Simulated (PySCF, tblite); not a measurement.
# C₆H₅F₃: a rotation path, then NMR shifts on frames

How do NMR shifts of C₆H₅F₃ (`C=CC(=C)C(F)=C(F)F`) change as the atoms move?

The runs use tblite 0.8.0 and PySCF 2.14.0, with density-fitted response routines of our own; the level of theory stands in each step. All values are computed, except where a source is named. Atoms count from 0, in the outputs and in this text.

## (1) Starting geometry

14 atoms, charge 0, multiplicity 1; geometry from: GFN2-xTB.

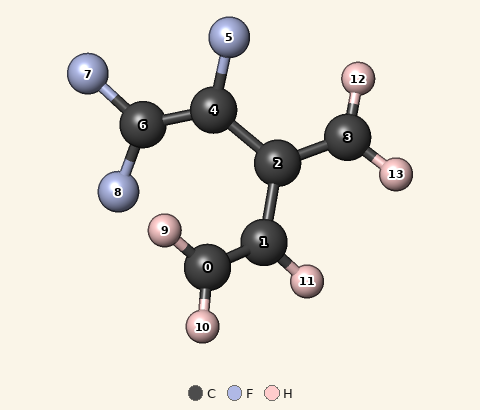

The starting geometry (carbon dark grey, fluorine light blue, hydrogen pink), atoms numbered.

## (2) The rotation path with GFN2-xTB

Job settings and geometry (Å):

```
{"job": {"kind": "neb", "xc": "GFN2-xTB", "basis": "xTB", "atoms": [1, 2, 4, 5], "turn": 180}, "charge": 0, "multiplicity": 1}
C     -1.174725    -1.603010    -0.216771
C     -1.281971    -0.281739    -0.209531
C     -0.190368     0.661758    -0.448370
C     -0.413556     1.867942    -0.981772
C      1.186860     0.272641    -0.127630
F      2.149138     0.802126    -0.914351
C      1.598297    -0.486215     0.888161
F      2.865763    -0.779879     1.146586
F      0.804015    -1.034137     1.797554
H     -0.238290    -2.109003    -0.378394
H     -2.034259    -2.233051    -0.071540
H     -2.251866     0.179915    -0.086444
H      0.388420     2.555598    -1.186464
H     -1.408137     2.186582    -1.238179
```

Level: GFN2-xTB climbing-image nudged elastic band, gas phase.

Command:

```sh
> OMP_NUM_THREADS=1 python probes_run.py task.json out
```

The driver reads the jobs from task.json and runs them one after another.

Output:

```text
image   E - E0 / eV
  0       0.0000
  1       0.0488
  2       0.1441
  3       0.1849
  4       0.1127
  5       0.0756
  6       0.0854
  7       0.0396
  8       0.0027
```

Run time: 10 s. Hardware: 1 thread of Arm Neoverse N1, shared host.

The final band, with the dihedral C1–C2–C4–F5:

```
image  dihedral (°)  energy (eV)  energy (kcal/mol)
    0           148        0.000                0.0
    1           171        0.049                1.1
    2           193        0.144                3.3
    3           210        0.185                4.3
    4           226        0.113                2.6
    5           249        0.076                1.7
    6           275        0.085                2.0
    7           300        0.040                0.9
    8           319        0.003                0.1
```

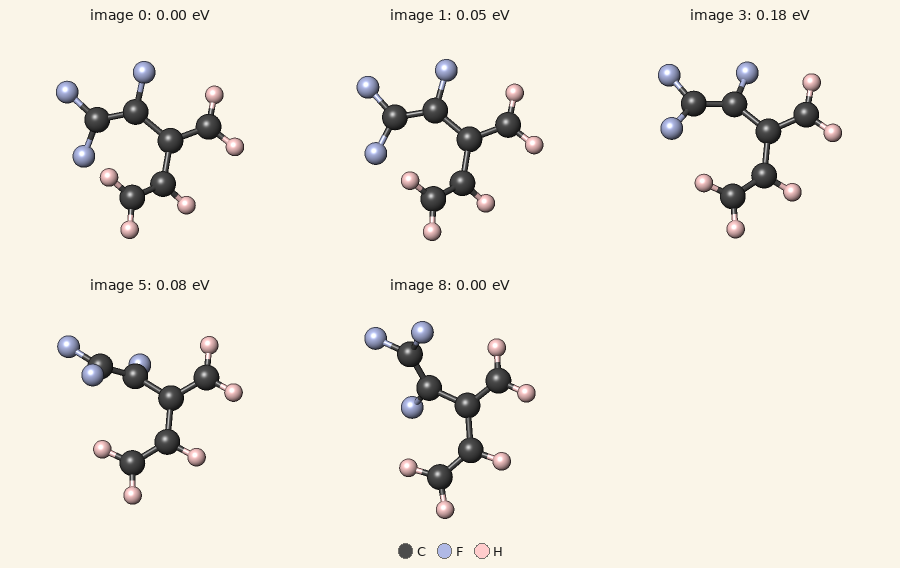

Images along the band.

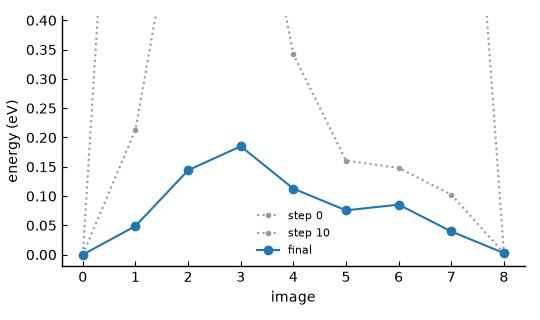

Energy along the band, early and final.

## (3) Shielding tensors: image 0, PBE0/pcSseg-1

Job settings and geometry (Å):

```
{"job": {"kind": "nmr", "xc": "PBE0", "basis": "pcSseg-1", "pop": false}, "charge": 0, "multiplicity": 1}
C     -1.174700    -1.603000    -0.216800
C     -1.282000    -0.281700    -0.209500
C     -0.190400     0.661800    -0.448400
C     -0.413600     1.867900    -0.981800
C      1.186900     0.272600    -0.127600
F      2.149100     0.802100    -0.914400
C      1.598300    -0.486200     0.888200
F      2.865800    -0.779900     1.146600
F      0.804000    -1.034100     1.797600
H     -0.238300    -2.109000    -0.378400
H     -2.034300    -2.233100    -0.071500
H     -2.251900     0.179900    -0.086400
H      0.388400     2.555600    -1.186500
H     -1.408100     2.186600    -1.238200
```

Method: GIAO PBE0/pcSseg-1 NMR shielding, non-relativistic, gas phase.

Output:

```text
coarse grid: 12880 points
cycle   1  E = -530.2818814543  dE =  1.464e+00  |g| = 7.901e-01  |ddm| = 3.559e+00
cycle   2  E = -530.1210894226  dE =  1.608e-01  |g| = 1.245e+00  |ddm| = 1.443e+00
cycle   3  E = -530.3958014550  dE = -2.747e-01  |g| = 1.210e-01  |ddm| = 9.660e-01
cycle   4  E = -530.3981104422  dE = -2.309e-03  |g| = 7.375e-02  |ddm| = 1.796e-01
cycle   5  E = -530.3994009659  dE = -1.291e-03  |g| = 1.879e-02  |ddm| = 7.510e-02
cycle   6  E = -530.3994775656  dE = -7.660e-05  |g| = 5.093e-03  |ddm| = 1.938e-02
cycle   7  E = -530.3994838350  dE = -6.269e-06  |g| = 1.637e-03  |ddm| = 6.224e-03
final grid: 128920 points
cycle   8  E = -530.4734670007  dE = -4.863e-05  |g| = 8.357e-03  |ddm| = 3.545e-02
cycle   9  E = -530.4734513294  dE =  1.567e-05  |g| = 1.244e-02  |ddm| = 1.863e-02
cycle  10  E = -530.4734824784  dE = -3.115e-05  |g| = 1.639e-03  |ddm| = 1.120e-02
cycle  11  E = -530.4734830675  dE = -5.891e-07  |g| = 3.769e-04  |ddm| = 1.400e-03
cycle  12  E = -530.4734830972  dE = -2.973e-08  |g| = 1.579e-04  |ddm| = 4.246e-04
cycle  13  E = -530.4734831021  dE = -4.844e-09  |g| = 3.247e-05  |ddm| = 1.492e-04
cycle  14  E = -530.4734831023  dE = -2.203e-10  |g| = 1.166e-05  |ddm| = 4.021e-05
converged SCF energy = -530.4734831023

GIAO shielding tensors (ppm)
atom      isotropic    diamagn.    paramagn.     s11        s22        s33       span
  0 C       59.383     255.715    -196.332    -53.706     62.197    169.660    223.366
  1 C       47.329     253.203    -205.875    -65.813     60.410    147.389    213.202
  2 C       43.314     260.680    -217.366    -67.444     50.949    146.437    213.881
  3 C       60.729     250.207    -189.479    -41.872     58.715    165.344    207.216
  4 C       50.386     249.573    -199.188     12.255     49.750     89.151     76.896
  5 F      358.992     472.074    -113.081    314.734    374.019    388.224     73.490
  6 C       19.197     250.667    -231.470    -34.719     35.756     56.554     91.272
  7 F      270.391     469.944    -199.553    252.316    274.377    284.480     32.165
  8 F      271.537     476.513    -204.976    253.629    266.537    294.444     40.816
  9 H       26.077      32.276      -6.199     22.453     25.726     30.052      7.599
 10 H       25.969      28.983      -3.014     23.514     25.690     28.702      5.188
 11 H       25.109      31.421      -6.312     23.347     24.076     27.905      4.557
 12 H       25.722      30.081      -4.359     22.575     24.100     30.492      7.917
 13 H       25.986      30.225      -4.239     23.291     25.093     29.573      6.282
```

It took 43 s on 1 thread of Arm Neoverse N1, shared host; peak memory 0.84 GiB.

Shifts follow as δ = σ(reference) − σ, with reference shieldings (ppm) from runs at the same level and on the same kind of geometry: 1H TMS 31.72, 13C TMS 186.9, 19F CFCl3 170.9. The references are single molecules in the gas phase, so shifts against H2O, NH3, PH3, H3PO4 or CFCl3 are not on the usual liquid scales and can be off by tens of ppm. Each atom is listed at this fixed geometry, with no averaging over motion; a spectrum would average atoms that exchange fast.

```csv
atoms,environment,σ (ppm),δ (ppm)
C6,fully substituted alkene carbon,19.2,167.7
C2,fully substituted alkene carbon,43.3,143.6
C1,alkene CH,47.3,139.6
C4,fully substituted alkene carbon,50.4,136.5
C0,terminal =CH2 carbon,59.4,127.5
C3,terminal =CH2 carbon,60.7,126.2
H11,hydrogen on an alkene CH,25.11,6.61
H12,hydrogen on a terminal =CH2 carbon,25.72,5.99
H10,hydrogen on a terminal =CH2 carbon,25.97,5.75
H13,hydrogen on a terminal =CH2 carbon,25.99,5.73
H9,hydrogen on a terminal =CH2 carbon,26.08,5.64
F7,vinylic fluorine,270.4,-99.4
F8,vinylic fluorine,271.5,-100.6
F5,vinylic fluorine,359.0,-188.0
```

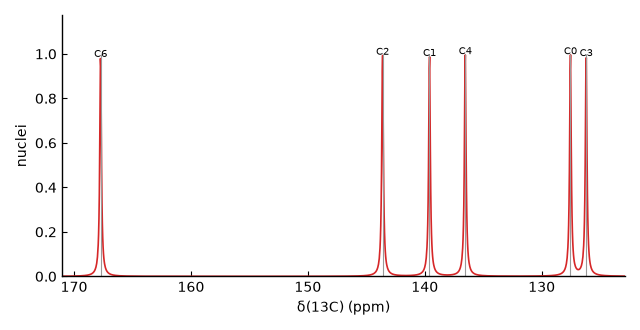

13C lines at the computed shifts, without couplings. Lines are broadened to a width of 0.17 ppm (Lorentzian).

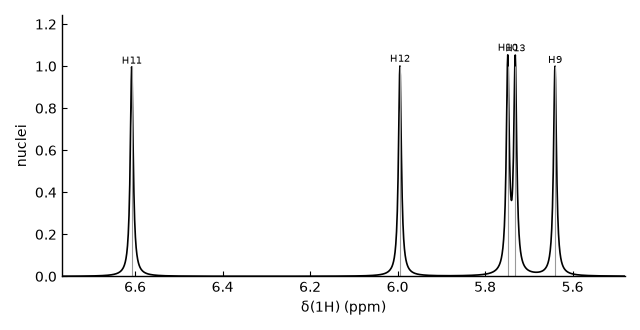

1H lines at the computed shifts, without couplings. Lines are broadened to a width of 0.01 ppm (Lorentzian).

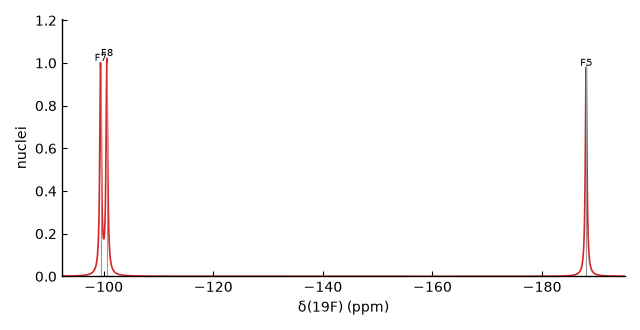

19F lines at the computed shifts, without couplings. Lines are broadened to a width of 0.35 ppm (Lorentzian).

## (4) Shielding tensors: image 1, PBE0/pcSseg-1

Job settings and geometry (Å):

```
{"job": {"kind": "nmr", "xc": "PBE0", "basis": "pcSseg-1", "pop": false}, "charge": 0, "multiplicity": 1}
C     -1.271600    -1.574900    -0.173400
C     -1.288600    -0.251200    -0.148000
C     -0.171900     0.655300    -0.437900
C     -0.398000     1.791400    -1.111300
C      1.192300     0.360100    -0.007500
F      2.138300     1.190800    -0.506800
C      1.663400    -0.551900     0.847300
F      2.950000    -0.657100     1.158200
F      0.963900    -1.458900     1.509900
H     -0.387500    -2.149600    -0.384700
H     -2.168900    -2.139100     0.013800
H     -2.226500     0.262200     0.020100
H      0.392900     2.475100    -1.363900
H     -1.388400     2.047500    -1.442800
```

Level: GIAO PBE0/pcSseg-1 NMR shielding, non-relativistic, gas phase.

Output:

```text
coarse grid: 12880 points
cycle   1  E = -530.2737853355  dE =  1.472e+00  |g| = 8.066e-01  |ddm| = 3.600e+00
cycle   2  E = -530.0755374487  dE =  1.982e-01  |g| = 1.312e+00  |ddm| = 1.507e+00
cycle   3  E = -530.3943512175  dE = -3.188e-01  |g| = 1.351e-01  |ddm| = 1.037e+00
cycle   4  E = -530.3972811989  dE = -2.930e-03  |g| = 8.598e-02  |ddm| = 2.079e-01
cycle   5  E = -530.3990901398  dE = -1.809e-03  |g| = 1.927e-02  |ddm| = 8.506e-02
cycle   6  E = -530.3991671193  dE = -7.698e-05  |g| = 5.549e-03  |ddm| = 1.937e-02
cycle   7  E = -530.3991744709  dE = -7.352e-06  |g| = 1.871e-03  |ddm| = 6.493e-03
final grid: 128920 points
cycle   8  E = -530.4723916063  dE = -4.451e-05  |g| = 8.180e-03  |ddm| = 3.531e-02
cycle   9  E = -530.4723742880  dE =  1.732e-05  |g| = 1.247e-02  |ddm| = 1.835e-02
cycle  10  E = -530.4724068822  dE = -3.259e-05  |g| = 1.640e-03  |ddm| = 1.109e-02
cycle  11  E = -530.4724074819  dE = -5.996e-07  |g| = 3.370e-04  |ddm| = 1.353e-03
cycle  12  E = -530.4724075052  dE = -2.330e-08  |g| = 1.485e-04  |ddm| = 4.016e-04
cycle  13  E = -530.4724075092  dE = -4.042e-09  |g| = 3.290e-05  |ddm| = 1.315e-04
cycle  14  E = -530.4724075095  dE = -2.299e-10  |g| = 1.168e-05  |ddm| = 4.055e-05
converged SCF energy = -530.4724075095

GIAO shielding tensors (ppm)
atom      isotropic    diamagn.    paramagn.     s11        s22        s33       span
  0 C       58.414     255.699    -197.284    -54.691     61.080    168.854    223.546
  1 C       48.126     253.741    -205.615    -65.030     62.312    147.096    212.126
  2 C       45.509     259.626    -214.117    -64.960     54.405    147.083    212.043
  3 C       62.278     249.832    -187.554    -38.528     57.709    167.654    206.183
  4 C       49.603     249.009    -199.406     16.277     43.889     88.644     72.366
  5 F      365.233     472.246    -107.014    314.402    381.464    399.833     85.431
  6 C       18.301     250.111    -231.810    -31.721     30.986     55.639     87.360
  7 F      268.111     469.521    -201.410    257.773    266.145    280.415     22.642
  8 F      271.208     476.521    -205.312    251.846    268.273    293.505     41.659
  9 H       26.114      32.460      -6.346     22.000     26.242     30.100      8.100
 10 H       25.921      29.076      -3.155     23.365     25.722     28.677      5.312
 11 H       25.023      31.164      -6.141     22.941     24.158     27.970      5.029
 12 H       25.670      30.396      -4.726     22.752     23.773     30.486      7.734
 13 H       26.159      30.156      -3.997     23.607     25.077     29.794      6.187
```

Run time: 42 s. Hardware: 1 thread of Arm Neoverse N1, shared host; peak memory 0.83 GiB.

Key values: δ C6 168.6, C2 141.4, C1 138.8, C4 137.3, H11 6.69, H12 6.05 ppm.

(Part 1 of 2 ends here.)
